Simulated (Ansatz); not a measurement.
```csv
atom,x (Å),y (Å),z (Å)
Si,0.3231,0.1317,0.5754
O,-0.3600,0.0440,-1.1231
O,1.2456,-1.0472,0.1807
H,0.3524,-0.7733,-1.0365
Cl,0.9984,2.0153,0.8353
Cl,-1.2872,-0.1143,1.7916
H,-1.2723,-0.2561,-1.2235
```

A transition-state structure; geometry: PBE0-D4/def2-TZVP.

The calculation used RKS PBE0-D4/def2-TZVPP (Ansatz).

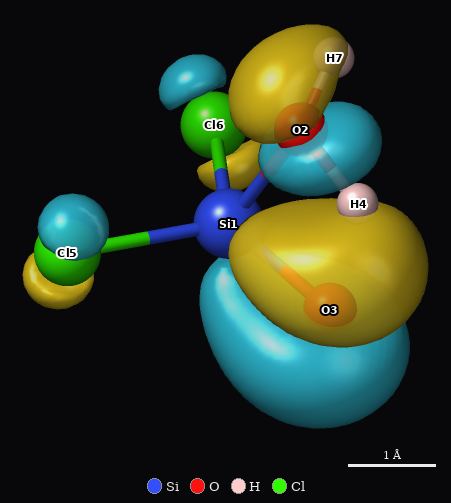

Cl2H2O2Si. The HOMO−1 at ±0.1 Å⁻³ᐟ² (yellow and cyan are the two phases), seen at an oblique angle.

Question: What is the character of this orbital?

Answer: Its weight (Hirshfeld) is mainly on O3 (about 65 %) and O2 (about 10 %); largely a lone pair of O3. Its energy is −8.69 eV.
